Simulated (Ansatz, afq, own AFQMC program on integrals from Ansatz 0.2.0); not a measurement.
# SiNH2 (quartet): quantum Monte Carlo beside coupled cluster, cc-pVDZ, part 2 of 2

Ansatz 0.2.0, Gaussian basis, and an in-house AFQMC program (afq) on its integrals; all values are calculated; cc-pVDZ, frozen cores.

### Step 13. CCSD(T) on UHF

File in.yaml:

```yaml
crystal:
  periodic: [false, false, false]
  atoms:
    - {symbol: Si, position_ang: [0.000000, -0.122073, 0.533276]}
    - {symbol: N, position_ang: [0.000000, 0.188076, -1.030483]}
    - {symbol: H, position_ang: [0.000000, 1.172580, 1.320024]}
    - {symbol: H, position_ang: [0.000000, -0.384678, -1.859409]}
basis:
  gaussian: {orbitals: cc-pVDZ}
magnetization: {spin_polarized: true, initial_magnetization: 3}
correlation: {method: ccsd_t, electrons: outside_noble_gas, hamiltonian_folder: ham}
```

On the command line:

```console
ansatz run in.yaml --threads 1 --pin off --events-out ev --progress --plain --max-ram 1843MiB
```

What it wrote, shortened:

```text
Functional definition: HF
  name "HF"
  cite "Fock, Z. Phys. 61, 126 (1930) doi:10.1007/BF01340294"
  parent pbe
[...]
407 factors; integrals over basis functions are off by at most 1.3e-3 eV
[...]
mean field -9371.48349592 eV, -344.3956662554 hartree, gradient 2.7e-6 eV, S^2 3.766138; 6 other end points of the search recorded, 0 dependent functions left out
determinant -9371.48349592 eV, -344.3956662554 hartree, with singles and doubles -9377.55488043 eV, -344.6187855207 hartree
determinant -9370.85536187 eV, -344.3725827550 hartree, with singles and doubles -9376.85447649 eV, -344.5930461507 hartree
6 core orbitals not correlated: weight in the atoms' cores, before any rotation towards them, 1.000 or more for the frozen orbitals, at most 0.000 for the correlated occupied ones
reference -9371.48349592 eV, -344.3956662554 hartree; 7, 4 occupied and 29, 32 virtual orbitals, 407 factors
second order -5.23799429 eV of doubles, -0.00000000 eV of singles
cycle   1  -6.07146008 eV  change   -7.6e-5 eV  update   7.9e-4
[...]
cycle   7  -6.07169926 eV  change    1.8e-6 eV  update   3.1e-6
perturbative correction -0.13995987 eV, -0.0051434303 hartree
Total energy: -9377.69515505 eV, -344.6239405179 hartree
```

It took 1.4 s on 1 thread of Arm Neoverse V2, shared host; peak memory 0.26 GiB.

From the report: ⟨S²⟩ of the determinant 3.766 (pure quartet: 3.75); correlation -6.2117 eV; T1 0.020; largest double amplitude 0.03.

This run also writes the integrals to the folder ham.

### Step 14. CCSDT(Q) on UHF

in.yaml: that of step 13 with these lines changed.

```diff
@@ -10,2 +10,2 @@
 magnetization: {spin_polarized: true, initial_magnetization: 3}
-correlation: {method: ccsd_t, electrons: outside_noble_gas, hamiltonian_folder: ham}
+correlation: {method: ccsdt_q, electrons: outside_noble_gas}
```

The command is unchanged.

What it wrote, shortened:

```text
Functional definition: HF
  name "HF"
  cite "Fock, Z. Phys. 61, 126 (1930) doi:10.1007/BF01340294"
  parent pbe
[...]
795 factors; integrals over basis functions are off by at most 2.3e-7 eV
[...]
mean field -9371.48361105 eV, -344.3956704863 hartree, gradient 2.7e-6 eV, S^2 3.766138; 6 other end points of the search recorded, 0 dependent functions left out
determinant -9371.48361105 eV, -344.3956704863 hartree, with singles and doubles -9377.55498249 eV, -344.6187892716 hartree
determinant -9370.85548301 eV, -344.3725872066 hartree, with singles and doubles -9376.85458073 eV, -344.5930499814 hartree
6 core orbitals not correlated: weight in the atoms' cores, before any rotation towards them, 1.000 or more for the frozen orbitals, at most 0.000 for the correlated occupied ones
reference -9371.48361105 eV, -344.3956704863 hartree; 7, 4 occupied and 29, 32 virtual orbitals, 795 factors
second order -5.23800483 eV of doubles, -0.00000000 eV of singles
cycle   1  -5.80039298 eV  change   -5.6e-1 eV  update   6.9e-2
[...]
cycle  19  -6.23661006 eV  change   -1.3e-6 eV  update   1.1e-6
perturbative correction -0.01026945 eV, -0.0003773952 hartree
Total energy: -9377.73049055 eV, -344.6252390739 hartree
```

Run time: 16 s. Hardware: 1 thread of Arm Neoverse V2, shared host; peak memory 0.32 GiB.

From the report: ⟨S²⟩ of the determinant 3.766 (pure quartet: 3.75); correlation -6.2469 eV; T1 0.021; largest double amplitude 0.04.

### Step 15. Phaseless AFQMC, CISD trial on UHF

It reads the integrals that the CCSD(T) run on this determinant wrote.

On the command line:

```console
afq ham --method phaseless --trial cisd --walkers 60 --populations 1 --least-time 40 --time-step 0.005 --steps-per-block 50 --equilibration-blocks 28 --max-blocks 300 --target-error 0.0004 --factor-cut 1e-05 --start spin_pure --seed 3173 --release-times 0.24,0.51,0.99,1.62,2.4 --release-step 0.03 --release-every 4 --taylor-order 6
```

What it wrote:

```text
orbitals 36  electrons 7 4  factors 275 of 407
reference energy -344.39566626 Eh
CCSD correlation -0.22313074 Eh in 12 cycles, weight of the determinant in the CISD state 0.9001
energy of the start -344.618415 Eh
 block  time / (1/Eh)  mean weight  energy / Eh
     1     0.250  0.9997  -344.616302
     2     0.500  1.0017  -344.618035
     3     0.750  1.0001  -344.619616
     4     1.000  1.0029  -344.622685
     5     1.250  0.9999  -344.625424
     6     1.500  1.0006  -344.625118
     7     1.750  0.9972  -344.627304
     8     2.000  0.9997  -344.625878
     9     2.250  1.0023  -344.619666
    10     2.500  1.0003  -344.621222
    13     3.250  0.9994  -344.622568
    17     4.250  0.9980  -344.623811
    21     5.250  0.9985  -344.626983
    25     6.250  0.9997  -344.628165
    29     7.250  1.0011  -344.626491
    33     8.250  0.9999  -344.625564
    37     9.250  0.9985  -344.623743
    41    10.250  0.9958  -344.627573
    45    11.250  1.0000  -344.618518
    49    12.250  0.9997  -344.626077
    53    13.250  0.9991  -344.624482
    57    14.250  0.9999  -344.622340
    61    15.250  1.0011  -344.620028
    65    16.250  0.9959  -344.616748
    69    17.250  1.0006  -344.623201
    73    18.250  1.0000  -344.628684
    77    19.250  0.9992  -344.624452
    81    20.250  0.9995  -344.625671
    85    21.250  0.9966  -344.620404
    89    22.250  0.9993  -344.638548
    93    23.250  0.9988  -344.623620
    97    24.250  0.9997  -344.622078
   101    25.250  0.9976  -344.622796
   105    26.250  0.9979  -344.622618
   109    27.250  0.9982  -344.624252
   113    28.250  1.0011  -344.622776
   117    29.250  1.0007  -344.624662
   121    30.250  1.0006  -344.623608
   125    31.250  0.9971  -344.623755
   129    32.250  0.9966  -344.623635
   133    33.250  0.9972  -344.625981
   137    34.250  0.9994  -344.621847
   141    35.250  1.0008  -344.623743
   145    36.250  0.9980  -344.625524
   149    37.250  0.9986  -344.622635
   153    38.250  0.9984  -344.625513
   157    39.250  0.9980  -344.622220
   161    40.250  1.0013  -344.622199
   165    41.250  1.0019  -344.622340
   169    42.250  0.9984  -344.618749
   173    43.250  0.9991  -344.625054
   177    44.250  0.9997  -344.625506
   181    45.250  0.9994  -344.622562
   185    46.250  1.0005  -344.623490
blocks merged  error / Eh  count
     1  0.000258  160
     2  0.000299  80
     4  0.000368  40
     8  0.000373  20
    16  0.000474  10
released: time / (1/Eh)  energy / Eh  error  mean overlap
  0.24  -344.624297  0.000493  0.9964
  0.51  -344.624355  0.000449  1.0069
  0.99  -344.625199  0.000489  0.9884
  1.62  -344.624662  0.000574  1.0102
  2.40  -344.625168  0.000562  0.9872
energy -344.623816 +/- 0.000373 Eh
```

Wall time 3.7 min (1 thread of Arm Neoverse V2, shared host); peak memory 0.26 GiB.

Energy -9377.6918 ± 0.0102 eV. Caveats: constraint bias not in the error.

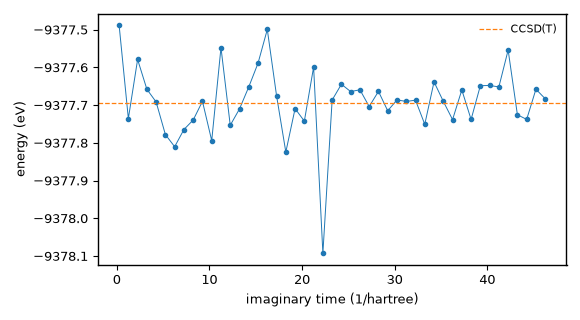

Block energies along the walk.

### Step 16. Phaseless AFQMC, single-determinant trial on UHF

It reads the integrals that the CCSD(T) run on this determinant wrote.

On the command line:

```console
afq ham --method phaseless --trial hf --walkers 120 --populations 1 --least-time 40 --time-step 0.005 --steps-per-block 20 --equilibration-blocks 112 --max-blocks 600 --target-error 0.0012000000000000001 --factor-cut 1e-05 --start spin_pure --seed 741 --taylor-order 6
```

What it wrote:

```text
orbitals 36  electrons 7 4  factors 275 of 407
reference energy -344.39566626 Eh
CCSD correlation -0.22313074 Eh in 12 cycles, weight of the determinant in the CISD state 0.9001
energy of the start -344.396060 Eh
 block  time / (1/Eh)  mean weight  energy / Eh
     1     0.100  1.0022  -344.452300
     2     0.200  1.0004  -344.494760
     3     0.300  1.0016  -344.516540
     4     0.400  1.0004  -344.530817
     5     0.500  1.0003  -344.561832
     6     0.600  1.0021  -344.582795
     7     0.700  1.0018  -344.589578
     8     0.800  1.0009  -344.590097
     9     0.900  1.0006  -344.588195
    10     1.000  1.0000  -344.582393
    18     1.800  1.0006  -344.612909
    35     3.500  1.0003  -344.612390
    52     5.200  0.9997  -344.639395
    69     6.900  1.0001  -344.658323
    86     8.600  1.0021  -344.609131
   103    10.300  0.9996  -344.614170
   120    12.000  0.9986  -344.625523
   137    13.700  1.0012  -344.617973
   154    15.400  1.0012  -344.600946
   171    17.100  0.9999  -344.640369
   188    18.800  1.0004  -344.591943
   205    20.500  1.0000  -344.633208
   222    22.200  0.9977  -344.652708
   239    23.900  1.0004  -344.673573
   256    25.600  1.0025  -344.620193
   273    27.300  1.0000  -344.624939
   290    29.000  1.0011  -344.615725
   307    30.700  1.0015  -344.616282
   324    32.400  1.0005  -344.607721
   341    34.100  1.0005  -344.625160
   358    35.800  0.9988  -344.636187
   375    37.500  0.9995  -344.620673
   392    39.200  1.0001  -344.677094
   409    40.900  1.0015  -344.644885
   426    42.600  1.0016  -344.622315
   443    44.300  1.0004  -344.668204
   460    46.000  0.9995  -344.619692
   477    47.700  1.0004  -344.587904
   494    49.400  0.9998  -344.621641
   511    51.100  1.0009  -344.615689
   528    52.800  0.9988  -344.630681
   545    54.500  0.9983  -344.629736
   562    56.200  1.0003  -344.624098
   579    57.900  0.9999  -344.630479
   596    59.600  0.9992  -344.607028
   613    61.300  1.0008  -344.633966
   630    63.000  1.0002  -344.665205
   647    64.700  0.9992  -344.627136
   664    66.400  0.9986  -344.631423
   681    68.100  1.0000  -344.615063
   698    69.800  0.9995  -344.603800
blocks merged  error / Eh  count
     1  0.000724  600
     2  0.000953  300
     4  0.001229  150
     8  0.001484  75
    16  0.001703  37
    32  0.002041  18
    64  0.002631  9
energy -344.626968 +/- 0.002041 Eh
```

Wall time 3.8 min (1 thread of Arm Neoverse V2, shared host); peak memory 0.26 GiB.

Energy -9377.7775 ± 0.0556 eV. Caveats: constraint bias not in the error; error above the target. The error still grows with block length (0.0463 to 0.0716 eV), so the bar may be too small.

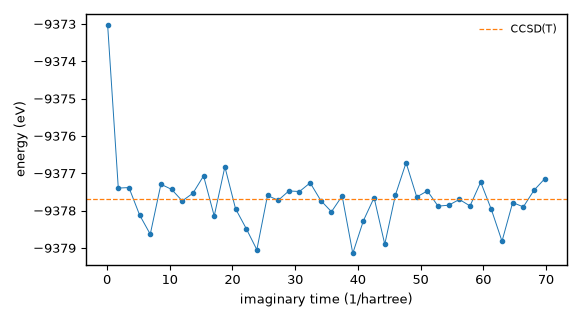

Block energies along the walk.

### Step 17. Free-projection AFQMC, CISD trial on UHF

It reads the integrals that the CCSD(T) run on this determinant wrote.

On the command line:

```console
afq ham --method free --trial cisd --walkers 60 --time-step 0.03 --max-blocks 80 --target-error 0.0004 --factor-cut 1e-05 --seed 6990 --times 0,0.21,0.42,0.81,1.2,1.8,2.4,3 --taylor-order 8
```

What it wrote:

```text
orbitals 36  electrons 7 4  factors 275 of 407
reference energy -344.39566626 Eh
CCSD correlation -0.22313074 Eh in 12 cycles, weight of the determinant in the CISD state 0.9001
repeat  energy at the last time / Eh  error
    10  -344.624293  0.001299
    20  -344.625131  0.000857
    30  -344.625398  0.000655
    40  -344.625456  0.000562
    50  -344.625356  0.000498
    60  -344.625205  0.000437
    70  -344.625084  0.000409
    80  -344.625236  0.000380
time / (1/Eh)  energy / Eh  error  mean overlap
  0.00  -344.618934  0.000159  1.1115
  0.21  -344.621864  0.000168  1.1118
  0.42  -344.623209  0.000213  1.1127
  0.81  -344.624384  0.000204  1.1028
  1.20  -344.624664  0.000214  1.0958
  1.80  -344.624683  0.000299  1.1192
  2.40  -344.625299  0.000334  1.1281
  3.00  -344.625236  0.000380  1.1335
energy -344.625236 +/- 0.000380 Eh
```

Run time: 3.5 min. Hardware: 1 thread of Arm Neoverse V2, shared host; peak memory 0.26 GiB.

Energy -9377.7304 ± 0.0103 eV. Caveats: remainder of the start not in the error.

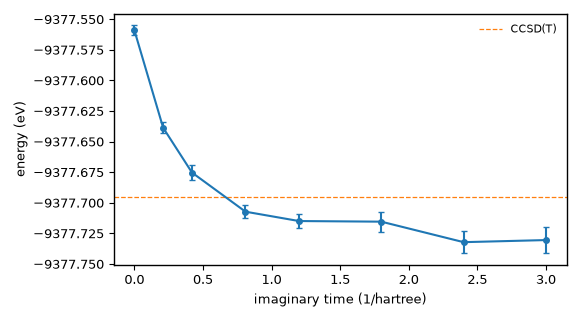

Energy against projection time, with error bars.

### Step 18. All levels side by side

On the ROHF determinant, counted from CCSDT(Q) (a yardstick, not exact):

```csv
level,energy (eV),from CCSDT(Q) (meV),statistical error (meV),time
HF,-9371.3034,+6425.4,,
MP2,-9376.7130,+1015.8,,
CCSD,-9377.5505,+178.3,,
CCSD(T),-9377.6943,+34.6,,
CCSDT(Q),-9377.7289,0.0,,
"Phaseless AFQMC, CISD trial, step 0.005, 60 walkers",-9377.7055,+23.4,10.5,6 min
"Phaseless AFQMC, single-determinant trial, step 0.005, 120 walkers",-9377.7966,-67.7,58.5,3.7 min
"Free-projection AFQMC, CISD trial, step 0.03, 60 walkers",-9377.7314,-2.5,12.6,6.2 min
```

On the UHF determinant, counted from CCSDT(Q) (a yardstick, not exact):

```csv
level,energy (eV),from CCSDT(Q) (meV),statistical error (meV),time
HF,-9371.4835,+6247.0,,
MP2,-9376.7215,+1009.0,,
CCSD,-9377.5552,+175.3,,
CCSD(T),-9377.6952,+35.3,,
CCSDT(Q),-9377.7305,0.0,,
"Phaseless AFQMC, CISD trial, step 0.005, 60 walkers",-9377.6918,+38.7,10.2,3.7 min
"Phaseless AFQMC, single-determinant trial, step 0.005, 120 walkers",-9377.7775,-47.1,55.6,3.8 min
"Free-projection AFQMC, CISD trial, step 0.03, 60 walkers",-9377.7304,+0.1,10.3,3.5 min
```

The functionals' totals stand on their own zeros and serve differences with other points: PBE -9388.469 eV; r2SCAN -9393.063 eV; PBE0 -9389.444 eV; B3LYP -9394.936 eV; wB97M-V -9393.005 eV; B2PLYP -9389.425 eV.

### Step 19. Results

This closing draws on all 2 parts.

| quantity | value |
| --- | --- |
| CCSD(T) on ROHF from CCSDT(Q) | +34.6 meV |
| Phaseless AFQMC, CISD trial on ROHF from CCSDT(Q) | +23.4 ± 10.5 meV |
| Phaseless AFQMC, single-determinant trial on ROHF from CCSDT(Q) | -67.7 ± 58.5 meV |
| Free-projection AFQMC, CISD trial on ROHF from CCSDT(Q) | -2.5 ± 12.6 meV |
| CCSD(T) on UHF from CCSDT(Q) | +35.3 meV |
| Phaseless AFQMC, CISD trial on UHF from CCSDT(Q) | +38.7 ± 10.2 meV |
| Phaseless AFQMC, single-determinant trial on UHF from CCSDT(Q) | -47.1 ± 55.6 meV |
| Free-projection AFQMC, CISD trial on UHF from CCSDT(Q) | +0.1 ± 10.3 meV |

On ROHF the phaseless walk with the CISD trial lies +23.4 meV from CCSDT(Q), within three error bars. Free projection has no constraint; at the last time it gives -2.5 ± 12.6 meV. On UHF the phaseless walk with the CISD trial lies +38.7 meV from CCSDT(Q), 4 times its error bar. Free projection has no constraint; at the last time it gives +0.1 ± 10.3 meV, and from a start that isn't spin pure other spins can mix in. Error bars are statistical and leave out the constraint, the time step and what remains of the start.
